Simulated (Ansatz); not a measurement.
**AlPNH (triplet): correlated methods under varied settings**

Aim: run AlPNH (triplet) at one geometry under a spread of methods and options, and see what each costs and gives.

The runs use Ansatz 0.2.0, Gaussian basis; the settings change from run to run.

28 further runs of the same task are left out: 6 for a known fault of the program, 8 that didn't finish, 14 set aside as unsound or not needed. Runs told in other sessions of the task aren't counted.

### 1 The system

The geometry is a PBE0/def2-TZVP stationary point (not a proven minimum).

4 atoms, charge 0, spin multiplicity 3.

Atoms are counted from 1 here; the program's logs count them from 0.

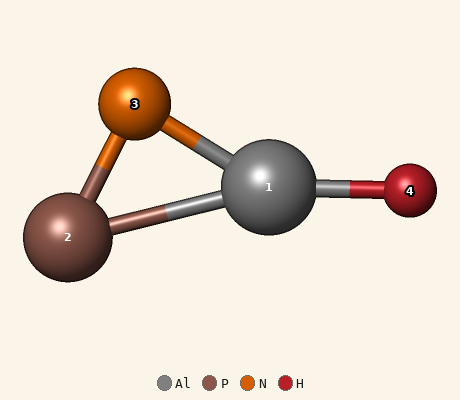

The geometry (aluminium grey, phosphorus brown, nitrogen orange, hydrogen red); atoms are numbered from 1 in the order of the file.

### 2 CISD/STO-3G

Contents of in.yaml:

```yaml
crystal:
  periodic: [false, false, false]
  atoms:
    - {symbol: Al, position_ang: [0.000000, 0.178691, 1.200401]}
    - {symbol: P, position_ang: [0.000000, 0.289240, -1.098974]}
    - {symbol: N, position_ang: [0.000000, -1.021284, -0.078453]}
    - {symbol: H, position_ang: [0.000000, 0.520480, 2.727908]}
basis:
  gaussian: {orbitals: STO-3G}
magnetization: {spin_polarized: false, initial_magnetization: 2}
correlation: {active_space: {ras: {orbitals: [6, 2, 5], electrons: 14, max_holes: 2, max_particles: 2}, fixed_orbitals: true}}
```

Started as:

```bash
$ ansatz run in.yaml --threads 1 --pin off --events-out ev --progress --plain --max-ram 2393MiB
```

Log:

```text
Functional definition: HF
  name "HF"
  cite "Fock, Z. Phys. 61, 126 (1930) doi:10.1007/BF01340294"
  parent pbe
  exchange = exact_x
  correlation = 0
272 factors; integrals over basis functions are off by at most 3.8e-5 eV
mean field evaluation 1: about -17142.5572 eV, gradient 2.8e1 eV
mean field evaluation 2: about -17142.5956 eV, gradient 2.8e1 eV
mean field evaluation 4: about -17146.2818 eV, gradient 3.4e0 eV
mean field evaluation 8: about -17146.5848 eV, gradient 3.9e-1 eV
mean field evaluation 16: about -17146.5850 eV, gradient 2.3e-6 eV
mean field evaluation 32: about -17146.5474 eV, gradient 6.7e-1 eV
mean field -17146.58500463 eV, -630.1253765474 hartree, gradient 2.3e-6 eV, S^2 2.000000; 6 other end points of the search recorded, 0 dependent functions left out
reference -17146.58500463 eV, -630.1253765474 hartree; 19, 17 occupied and 5, 7 virtual orbitals, 272 factors
state -17150.38180991 eV, -630.2649065678 hartree
Total energy: -17150.38180991 eV, -630.2649065678 hartree
```

Wall time 0.63 s (1 thread of Arm Neoverse V1, shared host).

From the report: 4,346 determinants.

### 3 HF (UHF)/cc-pVDZ

Contents of in.yaml:

```yaml
crystal:
  periodic: [false, false, false]
  atoms:
    - {symbol: Al, position_ang: [0.000000, 0.178691, 1.200401]}
    - {symbol: P, position_ang: [0.000000, 0.289240, -1.098974]}
    - {symbol: N, position_ang: [0.000000, -1.021284, -0.078453]}
    - {symbol: H, position_ang: [0.000000, 0.520480, 2.727908]}
basis:
  gaussian: {orbitals: cc-pVDZ}
magnetization: {spin_polarized: true, initial_magnetization: 2}
hamiltonian: {xc: hf, pseudopotentials: {relativity: none}}
output: {forces: true, orbitals: {seedname: orbitals}}
```

Launched as before.

Log (excerpt; [...] marks lines left out):

```text
Functional definition: HF
  name "HF"
  cite "Fock, Z. Phys. 61, 126 (1930) doi:10.1007/BF01340294"
  parent pbe
[...]
552 factors; integrals over basis functions are off by at most 9.7e-4 eV
[...]
mean field -17350.44133272 eV, -637.6169584260 hartree, gradient 1.7e-5 eV, S^2 2.091521; 1 other end points of the search recorded, 0 dependent functions left out
[...]
reference -17350.44133272 eV, -637.6169584260 hartree; 19, 17 occupied and 36, 38 virtual orbitals, 552 factors
Total energy: -17350.44133272 eV, -637.6169584260 hartree
Atom 0 at     0.000000     0.178691     1.200401 Å, force     0.000000     0.396079     0.740592 eV/Å
Atom 1 at     0.000000     0.289240    -1.098974 Å, force    -0.000000     0.605089    -0.717583 eV/Å
Atom 2 at     0.000000    -1.021284    -0.078453 Å, force     0.000000    -0.994900     0.026838 eV/Å
Atom 3 at     0.000000     0.520480     2.727908 Å, force    -0.000000    -0.006268    -0.049847 eV/Å
Dipole moment:     0.000000     0.318012     0.647238 e Å
```

Wall time 1.6 s (1 thread of Arm Neoverse V1, shared host).

From the report: ⟨S²⟩ of the determinant 2.092 (pure triplet: 2.00).

### 4 HF (ROHF)/cc-pVDZ

in.yaml, as its differences from that of step 3:

```diff
@@ -9,4 +9,4 @@
   gaussian: {orbitals: cc-pVDZ}
-magnetization: {spin_polarized: true, initial_magnetization: 2}
-hamiltonian: {xc: hf, pseudopotentials: {relativity: none}}
-output: {forces: true, orbitals: {seedname: orbitals}}
+magnetization: {spin_polarized: false, initial_magnetization: 2}
+hamiltonian: {xc: hf, pseudopotentials: {relativity: scalar}}
+output: {orbitals: {seedname: orbitals}}
```

The command is unchanged.

Log:

```text
Functional definition: HF
  name "HF"
  cite "Fock, Z. Phys. 61, 126 (1930) doi:10.1007/BF01340294"
  parent pbe
  exchange = exact_x
  correlation = 0
552 factors; integrals over basis functions are off by at most 9.7e-4 eV
mean field evaluation 1: about -17377.6347 eV, gradient 3.5e1 eV
mean field evaluation 2: about -17377.6418 eV, gradient 3.5e1 eV
mean field evaluation 4: about -17381.1952 eV, gradient 5.2e0 eV
mean field evaluation 8: about -17381.3253 eV, gradient 2.7e-1 eV
mean field evaluation 16: about -17329.9047 eV, gradient 8.7e1 eV
mean field evaluation 32: about -17379.8519 eV, gradient 7.3e0 eV
mean field evaluation 64: about -17378.2062 eV, gradient 1.2e1 eV
mean field -17381.33031492 eV, -638.7521075845 hartree, gradient 1.3e-5 eV, S^2 2.000000; 0 other end points of the search recorded, 0 dependent functions left out
reference -17381.33031492 eV, -638.7521075845 hartree; 19, 17 occupied and 36, 38 virtual orbitals, 552 factors
Total energy: -17381.33031492 eV, -638.7521075845 hartree
Relativity: scalar
```

It took 0.96 s on 1 thread of Arm Neoverse V1, shared host.

### 5 HF (ROHF)/cc-pVDZ

in.yaml, as its differences from that of step 4:

```diff
@@ -10,3 +10,3 @@
 magnetization: {spin_polarized: false, initial_magnetization: 2}
-hamiltonian: {xc: hf, pseudopotentials: {relativity: scalar}}
-output: {orbitals: {seedname: orbitals}}
+hamiltonian: {xc: hf}
+output: {forces: true, orbitals: {seedname: orbitals}}
```

Launched as before.

Log (excerpt; [...] marks lines left out):

```text
Functional definition: HF
  name "HF"
  cite "Fock, Z. Phys. 61, 126 (1930) doi:10.1007/BF01340294"
  parent pbe
[...]
552 factors; integrals over basis functions are off by at most 9.7e-4 eV
[...]
mean field -17350.00446874 eV, -637.6009039707 hartree, gradient 1.3e-5 eV, S^2 2.000000; 0 other end points of the search recorded, 0 dependent functions left out
[...]
reference -17350.00446874 eV, -637.6009039707 hartree; 19, 17 occupied and 36, 38 virtual orbitals, 552 factors
Total energy: -17350.00446874 eV, -637.6009039707 hartree
Atom 0 at     0.000000     0.178691     1.200401 Å, force     0.000000     0.032938     0.747105 eV/Å
Atom 1 at     0.000000     0.289240    -1.098974 Å, force    -0.000000     0.086613    -0.616506 eV/Å
Atom 2 at     0.000000    -1.021284    -0.078453 Å, force     0.000000    -0.135087    -0.071427 eV/Å
Atom 3 at     0.000000     0.520480     2.727908 Å, force    -0.000000     0.015536    -0.059172 eV/Å
Dipole moment:     0.000000     0.392254     0.638324 e Å
```

Run time: 1.1 s. Hardware: 1 thread of Arm Neoverse V1, shared host.

### 6 CCSD on UHF/cc-pVDZ

in.yaml, as its differences from that of step 5:

```diff
@@ -9,4 +9,5 @@
   gaussian: {orbitals: cc-pVDZ}
-magnetization: {spin_polarized: false, initial_magnetization: 2}
-hamiltonian: {xc: hf}
-output: {forces: true, orbitals: {seedname: orbitals}}
+magnetization: {spin_polarized: true, initial_magnetization: 2}
+correlation: {method: ccsd, electrons: outside_noble_gas}
+accuracy: high
+scf: {lower_state_search: light}
```

Launched as before.

Log (excerpt; [...] marks lines left out):

```text
Functional definition: HF
  name "HF"
  cite "Fock, Z. Phys. 61, 126 (1930) doi:10.1007/BF01340294"
  parent pbe
[...]
1184 factors; integrals over basis functions are off by at most 3.6e-9 eV
[...]
mean field -17350.44149197 eV, -637.6169642783 hartree, gradient 1.8e-8 eV, S^2 2.091522; 9 other end points of the search recorded, 0 dependent functions left out
determinant -17350.44149197 eV, -637.6169642783 hartree, with singles and doubles -17359.48556792 eV, -637.9493279392 hartree
determinant -17348.59664855 eV, -637.5491675331 hartree, with singles and doubles -17358.00763586 eV, -637.8950149378 hartree
determinant -17348.58185979 eV, -637.5486240562 hartree, with singles and doubles -17358.01954361 eV, -637.8954525395 hartree
determinant -17348.19968180 eV, -637.5345792740 hartree, with singles and doubles -17356.47593394 eV, -637.8387259305 hartree
determinant -17348.14003160 eV, -637.5323871695 hartree, with singles and doubles -17357.68903711 eV, -637.8833066494 hartree
determinant -17347.32599509 eV, -637.5024718797 hartree, with singles and doubles -17356.25704971 eV, -637.8306820833 hartree
determinant -17347.21703848 eV, -637.4984677982 hartree, with singles and doubles -17356.47457683 eV, -637.8386760574 hartree
11 core orbitals not correlated: weight in the atoms' cores, before any rotation towards them, 1.000 or more for the frozen orbitals, at most 0.000 for the correlated occupied ones
reference -17350.44149197 eV, -637.6169642783 hartree; 8, 6 occupied and 36, 38 virtual orbitals, 1184 factors
second order -8.25368437 eV of doubles, -0.00000000 eV of singles
cycle   1  -9.04475432 eV  change   -6.8e-4 eV  update   4.0e-3
[...]
cycle  25  -9.04939847 eV  change   -1.3e-9 eV  update   1.2e-9
Total energy: -17359.49089044 eV, -637.9495235382 hartree
```

It took 14 s on 1 thread of Arm Neoverse V1, shared host.

From the report: ⟨S²⟩ of the determinant 2.092 (pure triplet: 2.00); correlation -9.0494 eV; T1 0.033; largest double amplitude 0.04.

### 7 BCCD(T) on UHF/cc-pVDZ

in.yaml, as its differences from that of step 6:

```diff
@@ -10,4 +10,4 @@
 magnetization: {spin_polarized: true, initial_magnetization: 2}
-correlation: {method: ccsd, electrons: outside_noble_gas}
+correlation: {method: bccd_t, electrons: outside_noble_gas}
 accuracy: high
-scf: {lower_state_search: light}
+output: {forces: true}
```

Launched as before.

Log (excerpt; [...] marks lines left out):

```text
Functional definition: HF
  name "HF"
  cite "Fock, Z. Phys. 61, 126 (1930) doi:10.1007/BF01340294"
  parent pbe
[...]
1184 factors; integrals over basis functions are off by at most 3.6e-9 eV
[...]
mean field -17350.44149197 eV, -637.6169642783 hartree, gradient 1.8e-8 eV, S^2 2.091522; 9 other end points of the search recorded, 0 dependent functions left out
determinant -17350.44149197 eV, -637.6169642783 hartree, with singles and doubles -17359.48556792 eV, -637.9493279392 hartree
determinant -17348.59664855 eV, -637.5491675331 hartree, with singles and doubles -17358.00763586 eV, -637.8950149378 hartree
determinant -17348.58185979 eV, -637.5486240562 hartree, with singles and doubles -17358.01954361 eV, -637.8954525395 hartree
determinant -17348.19968180 eV, -637.5345792740 hartree, with singles and doubles -17356.47593394 eV, -637.8387259305 hartree
[...]
11 core orbitals not correlated: weight in the atoms' cores, before any rotation towards them, 1.000 or more for the frozen orbitals, at most 0.000 for the correlated occupied ones
reference -17350.44149197 eV, -637.6169642783 hartree; 8, 6 occupied and 36, 38 virtual orbitals, 1184 factors
second order -8.25368437 eV of doubles, -0.00000000 eV of singles
cycle   1  -8.99312436 eV  change    5.1e-2 eV  update   1.4e-2
[...]
cycle  28  -9.00748542 eV  change   2.8e-10 eV  update   1.5e-9
perturbative correction -0.44658172 eV, -0.0164115756 hartree
[...]
Total energy: -17359.89555912 eV, -637.9643948377 hartree
Atom 0 at     0.000000     0.178691     1.200401 Å, force    -0.000000     0.550148     1.194065 eV/Å
Atom 1 at     0.000000     0.289240    -1.098974 Å, force     0.000000     1.415052    -1.661348 eV/Å
Atom 2 at     0.000000    -1.021284    -0.078453 Å, force    -0.000000    -2.005150     0.392063 eV/Å
Atom 3 at     0.000000     0.520480     2.727908 Å, force     0.000000     0.039950     0.075220 eV/Å
Dipole moment:    -0.000000     0.307495     0.516032 e Å
```

It took 37 s on 1 thread of Arm Neoverse V1, shared host; peak memory 0.46 GiB.

From the report: ⟨S²⟩ of the determinant 2.092 (pure triplet: 2.00); correlation -9.4541 eV; largest double amplitude 0.04.

### 8 The runs in one table

Where basis and cores are those of an earlier UCCSDT(Q)/cc-pVDZ run (-17359.9661 eV), and the records show the same count of frozen orbitals and kind of state, the miss against it is given; a blank cell means that this couldn't be shown.

| level | correlated | functions | energy (eV) | from UCCSDT(Q) (meV) | time |
| --- | --- | --- | --- | --- | --- |
| CISD/STO-3G | valence | 24 | -17150.3818 |  | 0.63 s |
| HF (UHF)/cc-pVDZ |  | 55 | -17350.4413 |  | 1.6 s |
| HF (ROHF)/cc-pVDZ (relativity set) |  | 55 | -17381.3303 |  | 0.96 s |
| HF (ROHF)/cc-pVDZ |  | 55 | -17350.0045 | 9961.6 | 1.1 s |
| CCSD on UHF/cc-pVDZ | outside noble gas | 55 | -17359.4909 | 475.2 | 14 s |
| BCCD(T) on UHF/cc-pVDZ | outside noble gas | 55 | -17359.8956 | 70.5 | 37 s |

### 9 Summary of results

| quantity | value |
| --- | --- |
| runs | 6 |
| quickest | CISD/STO-3G, 0.63 s |
| slowest | BCCD(T) on UHF/cc-pVDZ, 37 s |

What this shows: Total energies in different bases, with other cores or another treatment of relativity can't be set against each other. BCCD(T) on UHF/cc-pVDZ took 58 times as long as CISD/STO-3G; the jobs differ in more than the method. Among the correlated runs with a miss given, it spans +71 to +475 meV. Hartree-Fock, CASSCF and CASCI lack dynamic correlation by design.
